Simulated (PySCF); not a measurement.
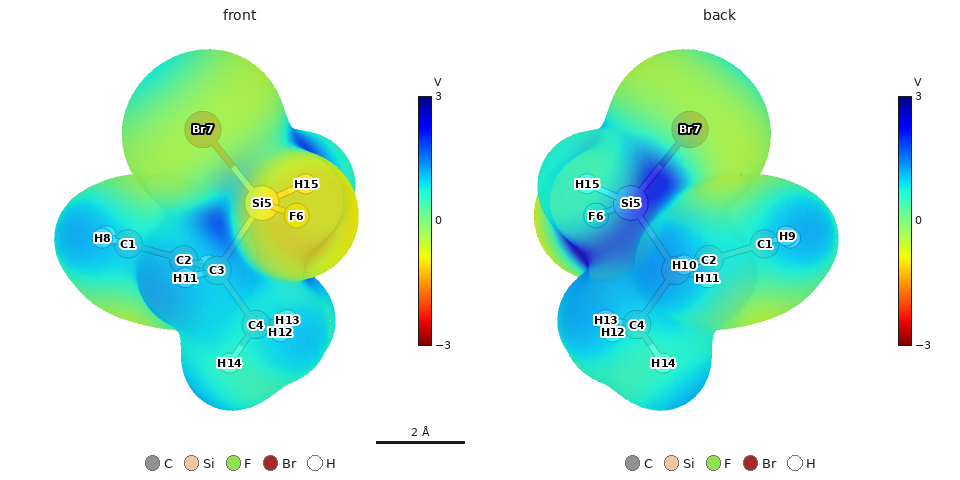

Figure 1: C4H8BrFSi. The molecular electrostatic potential painted on the density surface at 0.004 e/bohr³, seen from the front and from behind; red is negative and blue positive.

Geometry: GFN2-xTB.

The calculation used B3LYP/def2-SVPD, SCF density, gas phase in PySCF 2.14.0.

```xyz
15

C     2.2606   -0.2777    0.1890
C     0.9980   -0.4903    0.5108
C    -0.1703   -0.1456   -0.3611
C    -1.2222   -1.2556   -0.3447
Si   -0.9166    1.5110    0.1911
F    -2.1575    1.8609   -0.7683
Br    0.5443    3.1233   -0.1339
H     2.5416    0.1587   -0.7557
H     3.0664   -0.5243    0.8580
H     0.7425   -0.9221    1.4705
H     0.1917   -0.0257   -1.3903
H    -2.0696   -0.9943   -0.9755
H    -1.5872   -1.4303    0.6661
H    -0.7936   -2.1855   -0.7153
H    -1.4325    1.6056    1.5376
```

Question: Which sites attract a positive test charge, and which a negative one?

Answer: A positive charge is drawn to the negative regions and a negative charge to the positive ones. The most negative region (about −1.0 V) lies over F6, the most positive (about +2.4 V) over Si5. Br7 shows a σ-hole: about +0.7 V at the tip opposite its bond, against about −0.3 V on its flanks.

Question: How polar is the molecule by this calculation?

Answer: Its dipole moment is 2.29 D.
